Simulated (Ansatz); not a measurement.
# Response to strain in SnS

Base system: SnS in the GeS type structure (space group Pnma, No. 62; a = 11.155 Å, b = 4.000 Å, c = 4.261 Å). Axes: x, y, z lie along a, b, c of the conventional cell.

Strains are applied to the cell and any free atomic positions relax; under biaxial strain the out-of-plane vector relaxes too.

Level of theory: plane-wave PAW DFT at the PBE-D3(BJ) level (Ansatz, a quantum-chemistry and plane-wave program, 420 eV), no spin-orbit coupling, earlier PAW set.

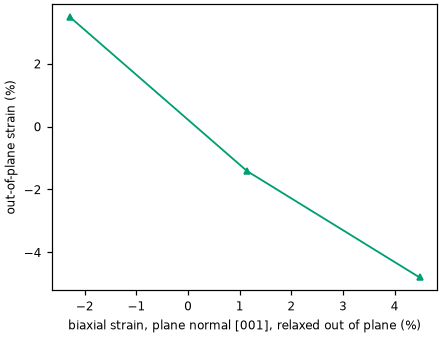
Out-of-plane strain against biaxial strain, plane normal [001], relaxed out of plane

Question: From the plot, what is the out-of-plane strain for biaxial strain −2.29 %, plane normal [001], relaxed out of plane?

Answer: About 3.5 %.

Question: Is the trend monotonic over the range shown?

Answer: Yes, it falls throughout, spanning -4.80 % to +3.49 %.

No phonon test of stability was made.
